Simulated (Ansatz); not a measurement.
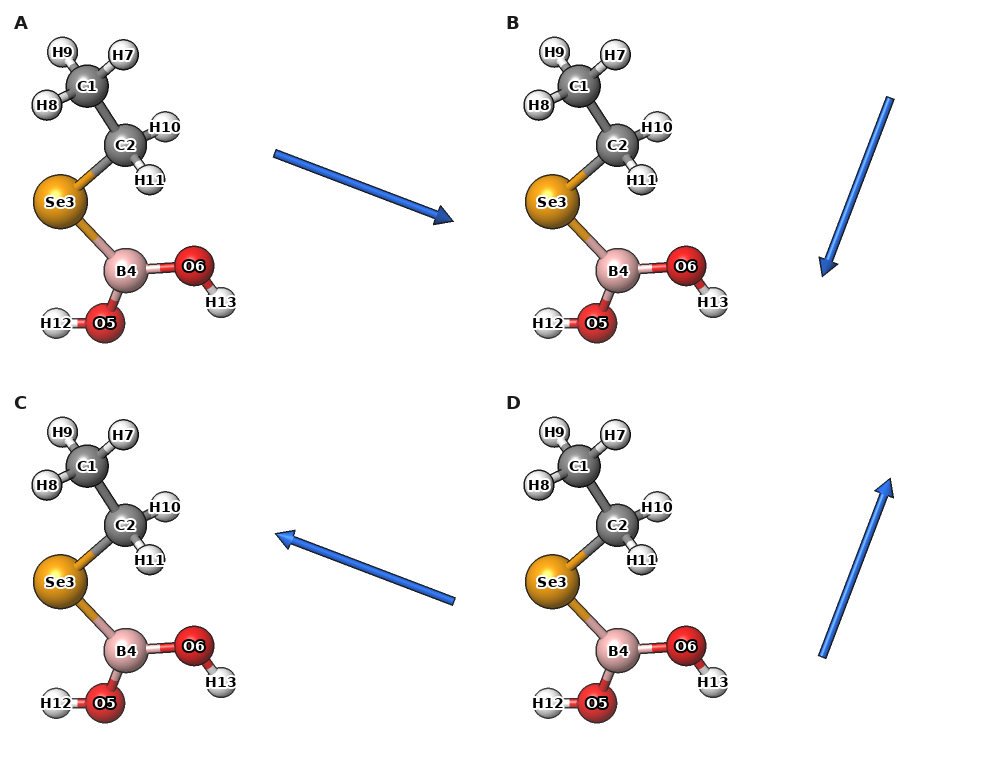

The same molecule four times, each with an arrow. The geometry was computed by an optimisation with PBE0-D4/def2-TZVP. No frequency run is at hand to confirm it as a minimum. Properties computed with RKS r2SCAN-D4/def2-TZVPP (Ansatz 0.2.0).

**Which arrow points along the dipole moment, from the negative to the positive end?**

A. The dipole moment is 0.56 D; it points from the side of H8, H9 to the side of H13 (the outermost atoms at the two ends).
